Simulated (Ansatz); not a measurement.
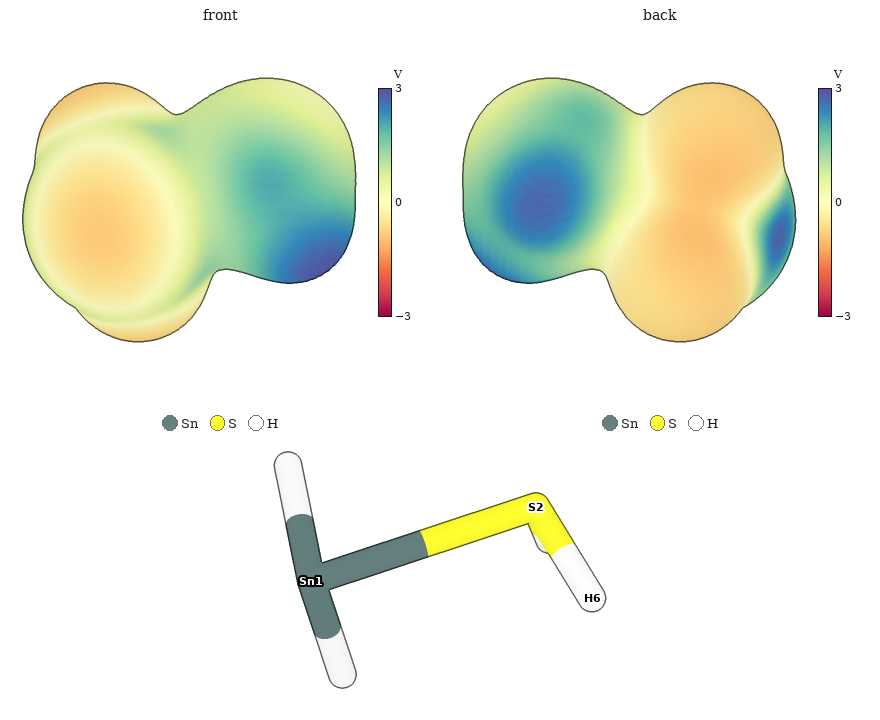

The picture shows: H₄SSn. The molecular electrostatic potential painted on the density surface at 0.004 e/bohr³, seen from the front and from behind; the colour scale runs from red (negative) to blue (positive). The bare structure is drawn below in the same view.

The product side of a reaction path; geometry: PBE0-D4/def2-TZVP; core potentials replace the inner electrons of Sn.

Method: Ansatz, RKS PBE0-D4/def2-TZVPP.

Input

```
crystal:
  periodic: [false, false, false]
  atoms:
    - {symbol: Sn, position_ang: [-0.173465, 1.493146, 0.666573]}
    - {symbol: S, position_ang: [0.972750, -0.979883, 0.067990]}
    - {symbol: H, position_ang: [0.066689, -1.376587, -0.839699]}
    - {symbol: H, position_ang: [0.385901, 1.822002, -0.986268]}
    - {symbol: H, position_ang: [-1.676718, 0.770333, 0.051695]}
    - {symbol: H, position_ang: [0.424843, -1.729012, 1.039808]}
basis:
  gaussian: {orbitals: def2-TZVPP}
hamiltonian: {xc: pbe0, dispersion: d4}
output: {orbitals: {seedname: orbitals}}
```

Command:

```sh
ansatz run in.yaml --threads 2 --pin off --events-out ev --progress --plain --max-ram 4352MiB
```

**Which sites attract a positive test charge, and which a negative one?**

A positive charge is drawn to the negative regions and a negative charge to the positive ones. The most negative region (about −1.0 V) lies over H4 and H5, the most positive (about +2.8 V) over Sn1, H3 and H6.
